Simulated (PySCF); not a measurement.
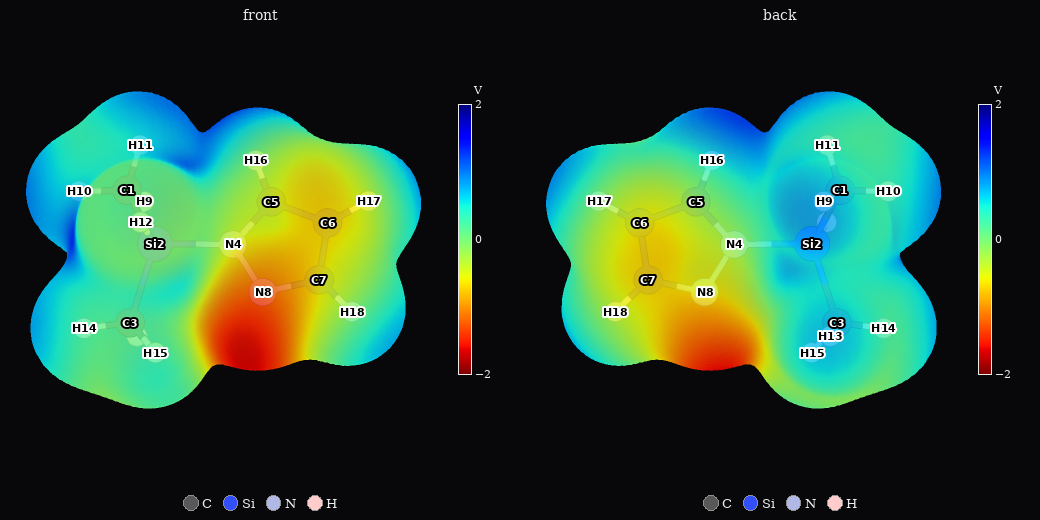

Figure. C₅H₁₀N₂Si (SMILES C[SiH](C)n1cccn1). The molecular electrostatic potential painted on the density surface at 0.002 e/bohr³, seen from the front and from behind; the colour scale runs from red (negative) to blue (positive).

Geometry: GFN2-xTB.

The calculation used PySCF, PBE0/def2-SVPD, SCF density, gas phase.

```xyz
18

C    -1.3846    1.9005    0.1101
Si   -1.0245    0.0952    0.5815
C    -2.0764   -1.1519   -0.3764
N     0.6531   -0.2288    0.1311
C     1.7256    0.5951    0.0627
C     2.8235   -0.1649   -0.2380
C     2.3178   -1.4740   -0.3334
N     1.0255   -1.4972   -0.1095
H    -1.1581    2.0969   -0.9345
H    -2.4319    2.1361    0.2687
H    -0.8044    2.5957    0.7098
H    -1.1133   -0.0858    2.0387
H    -2.0851   -0.9337   -1.4410
H    -3.1045   -1.1516   -0.0285
H    -1.6758   -2.1525   -0.2513
H     1.6202    1.6474    0.2310
H     3.8354    0.1581   -0.3730
H     2.8491   -2.3783   -0.5582
```

Describe the electrostatic potential map.

Answer. The most negative region (about −1.7 V) lies over N8, the most positive (about +1.2 V) over Si2 and H16. N8 is the likeliest acceptor of a hydrogen bond.

What dipole moment does the calculation give?

Answer. Its dipole moment is 2.19 D.
